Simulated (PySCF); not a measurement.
C11H7NS2, SMILES c1ccc(-c2cc3sccc3s2)nc1 at its GFN2-xTB optimised geometry (Å):

```
21

C     -2.0476    -3.5089     0.0000
C     -2.6982    -2.2836     0.0000
C     -1.9440    -1.1263     0.0000
C     -0.5495    -1.2317     0.0000
C      0.3060    -0.0666     0.0000
C      1.6762    -0.0646     0.0000
C      2.1923     1.2387     0.0000
S      3.7776     1.9295     0.0000
C      3.0992     3.5230     0.0000
C      1.7414     3.5422     0.0000
C      1.2186     2.2342     0.0000
S     -0.3658     1.5528     0.0000
N      0.0718    -2.4139     0.0000
C     -0.6598    -3.5089     0.0000
H     -2.5995    -4.4356     0.0000
H     -3.7776    -2.2326     0.0000
H     -2.4123    -0.1534     0.0000
H      2.2546    -0.9686     0.0000
H      3.7661     4.3622     0.0000
H      1.1464     4.4365     0.0000
H     -0.1015    -4.4365     0.0000
```

Computed with PySCF with B3LYP/def2-SVP. Cells within 0.4 Å of a nucleus heavier than hydrogen are left out (blank, or x).

Map of the deformation density (molecule minus spherical neutral atoms) (e/bohr³) on the plane z = 0.0 Å:

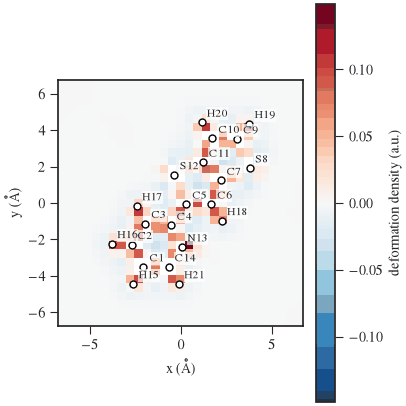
Figure: Deformation density (molecule minus spherical neutral atoms) (e/bohr³) on the plane z = 0.0 Å.
